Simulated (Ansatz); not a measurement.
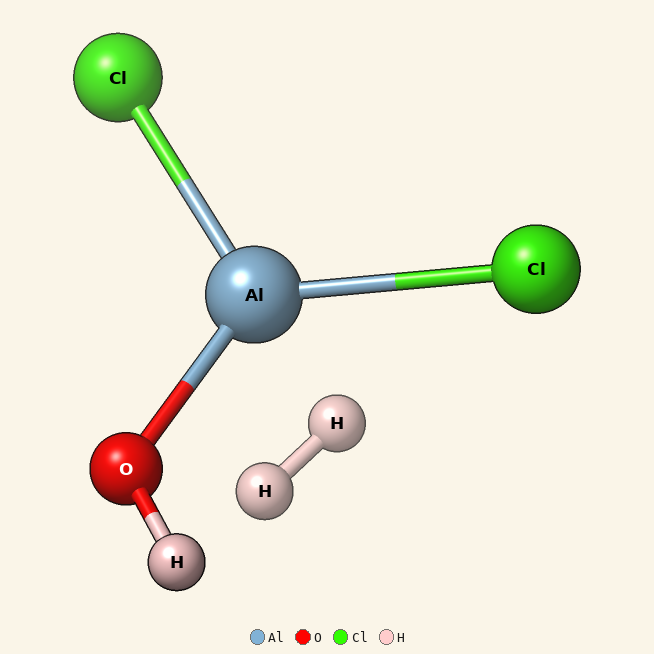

Depth is shown by fading: the farther an atom, the more it takes the colour of the background. The geometry was computed by an optimisation with PBE0-D4/def2-TZVP.

List the symmetry elements and name the point group.

It has no symmetry element but the identity, so the point group is C1. The group has 1 operation. The geometry is chiral, and symmetry allows a dipole moment.
